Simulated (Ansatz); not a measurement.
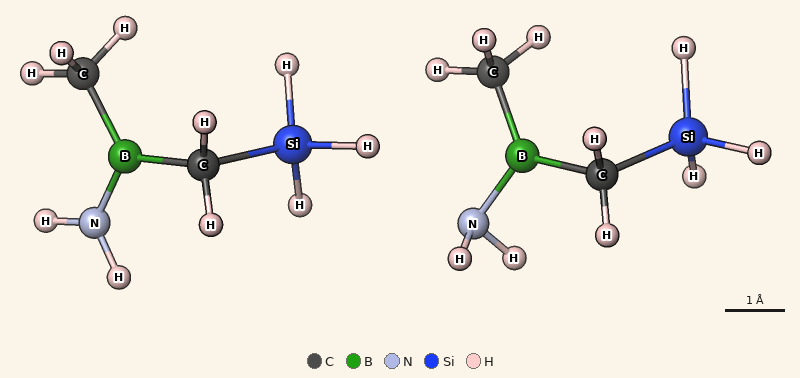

Two geometries of C2H10BNSi (coarse preliminary run), drawn at one scale. One is the start of a relaxation, the other its converged end. Style: ball-and-stick. Shown at a tilt.

The calculation used Ansatz 0.2.0, RKS PBE-D4/def2-SVP. Settings: force threshold 0.03 eV/Å; at most 200 steps.

Which one is relaxed?

The left one is the relaxed one. The start comes from a force field. The largest move after the best rigid fit is that of an H atom, 1.63 Å. By element the largest moves are H 1.63 Å, N 0.36 Å, C 0.25 Å, Si 0.17 Å, B 0.11 Å. Some distances before and after: B–N 1.521 → 1.408 Å, C–H 1.176 → 1.111 Å, H–Si 1.449 → 1.508 Å, B–C 1.529 → 1.587 Å. Among the angles between lasting bonds that change: B–N–H 103.9° → 123.7°, B–N–H 105.4° → 122.9°, H–N–H 104.7° → 113.4°. Groups turn about B–C by about 20°. The energy falls by 153.5 kJ/mol in 20 accepted moves (21 points after the start). The largest force component goes from 3.6 to 0.029 eV/Å. The line search rejected the trial step at point 10 of the run. The run took about 2.2 core-minutes on a shared host.
